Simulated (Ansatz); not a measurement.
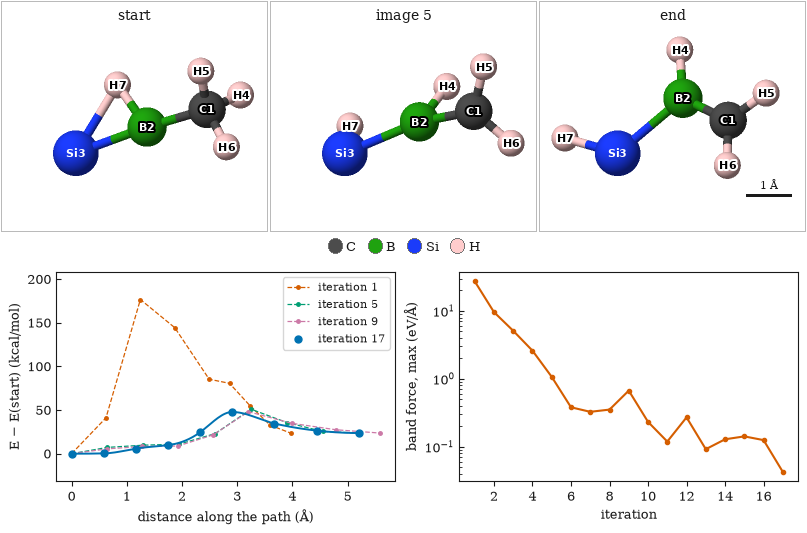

NEB run on CH₄BSi (multiplicity 2). Images are numbered from 0 (start) to 8 (end). The plot follows the band through its iterations. The picture is a ball-and-stick view, seen at a tilt.

The calculation used Ansatz 0.2.0, UKS B3LYP/def2-SVP. Run with 7 movable images; climbing image; force threshold 0.05 eV/Å; iteration limit 60; starting path through a guess of the saddle point.

### Did the band converge, and can the barrier be trusted?

The result is final at these settings. The band converged in 17 iterations. The largest component of the band force went from 27 to 0.042 eV/Å. The climbing image converged on the top of the path. Its vibrational analysis gives one imaginary mode (968i cm⁻¹), as a transition state must have. The first iteration put the highest image at 176.7 kcal/mol. The energy climbs by 47.8 kcal/mol to image 5 and then falls by 24.1 kcal/mol, so the end point sits at +23.7 kcal/mol.

The run took 2.4 min on 2 threads of Intel(R) Xeon(R) Platinum 8488C (Sapphire Rapids), on a shared host, peak memory 0.18 GiB.
